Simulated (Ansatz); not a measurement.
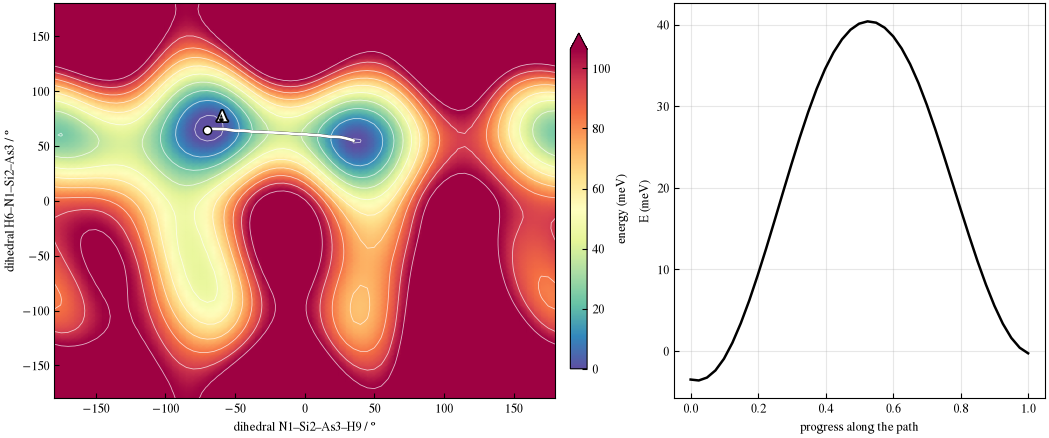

CH6AsNOSi, SMILES N[SiH]([AsH2])C=O. 
- First axis: dihedral N1–Si2–As3–H9. Second axis: dihedral H6–N1–Si2–As3.
- Nothing is relaxed (all other coordinates rigid).
- The grid has 12 × 12 points.
- Energies are in meV, from the lowest grid point.
- These are results of RKS PBE0-D4/def2-SVP (Ansatz), not measurements.

The picture shows a smooth colour map with a few white contour lines, a line along the lowest path, one colour for all values above the top of the scale, the energy along the path at the right, the start A. Between grid points the surface is interpolated.

Q: Describe the path and its barrier.

A: The easiest path leads from the well at about dihedral N1–Si2–As3–H9 = −70°, dihedral H6–N1–Si2–As3 = 65° to the well at dihedral N1–Si2–As3–H9 = 30°, dihedral H6–N1–Si2–As3 = 60°, about 3.2 meV higher (on a rigid scan; wells that are mirror images or exchange like atoms can differ by this much). Its highest point lies about 44 meV above the bottom of the first well on the interpolated surface, at about dihedral N1–Si2–As3–H9 = −15°, dihedral H6–N1–Si2–As3 = 60°. The start is the relaxed structure and all else is held, so a fully relaxed path at this level can only be lower.
